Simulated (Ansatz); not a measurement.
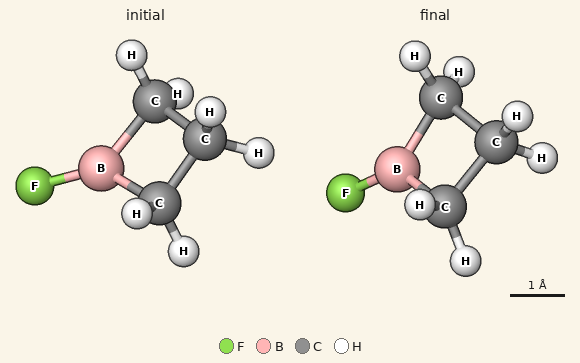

The structure of C₃H₆BF (coarse preliminary run) before (left) and after (right) a relaxation, at one scale.

A ball-and-stick model, seen at a tilt.

The start comes from a force field.

Theory: RKS PBE-D4/def2-SVP (Ansatz 0.2.0). Set-up: force threshold 0.03 eV/Å; at most 200 steps.

### What changed between the two?

Over 13 geometry steps the energy falls by 0.819 eV. The largest force component goes from 3.6 to 0.0087 eV/Å. The F atom moves most after the best rigid fit: 0.51 Å. By element the largest moves are F 0.51 Å, H 0.46 Å, C 0.17 Å, B 0.12 Å. Near-neighbour distances that change, for instance: C–C 1.488 → 1.570 Å, C–H 1.182 → 1.109 Å, B–F 1.394 → 1.333 Å, C–H 1.148 → 1.112 Å. Bond angles that change, for instance: B–C–H 110.7° → 120.8°, B–C–C 94.2° → 84.3°, C–B–C 84.0° → 93.8°. Groups turn about B–C by about 20°, B–C by about 20°. The run took 12 s on 4 threads of Arm Neoverse V2, with other jobs on the host.
